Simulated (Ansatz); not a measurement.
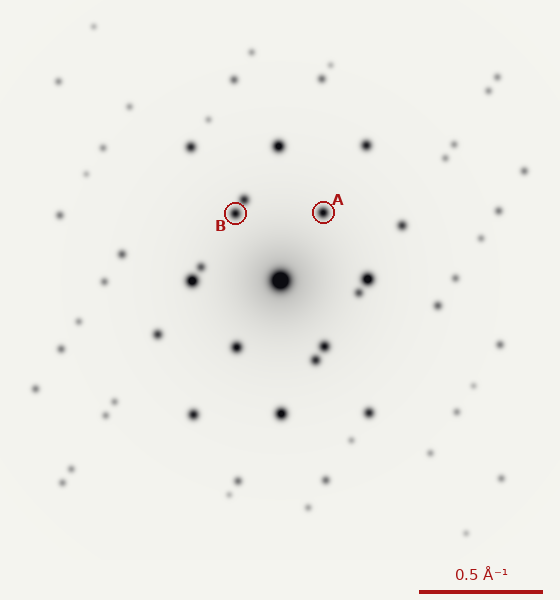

The pattern is a kinematic simulation for 80 kV electrons (no multiple scattering; isotropic B = 0.3 Å²). Two individuals of a reflection twin are superposed (a geometric construction: whether this twin forms is not tested; the second individual is smaller and so fainter). Crystal: La, space group P6_3/mmc (No. 194), a = 3.67 Å, c = 11.76 Å (hexagonal axes), zone axis [211]. Structure: the input geometry of an electronic-structure calculation (not necessarily at equilibrium).

```
atom  site  symmetry       x       y       z
  La    2a      -3m.  0.0000  0.0000  0.0000
  La    2d      -6m2  0.3333  0.6667  0.7500
```

In the first individual spot A is 0 -1 1 and spot B is 1 -1 -1.

Q: Find the twin plane.

A: (01-1). The spot positions of the combined pattern are mirror-symmetric about the row through 0 1 -1 (d = 3.064 Å), which both individuals share, while a single individual has only symmetry 2mm without that mirror line. Friedel's law adds a mirror line at right angles, along which no low-index reflection lies.

Q: Which other reflections coincide?

A: Within the frame only the reflections of the common row coincide.
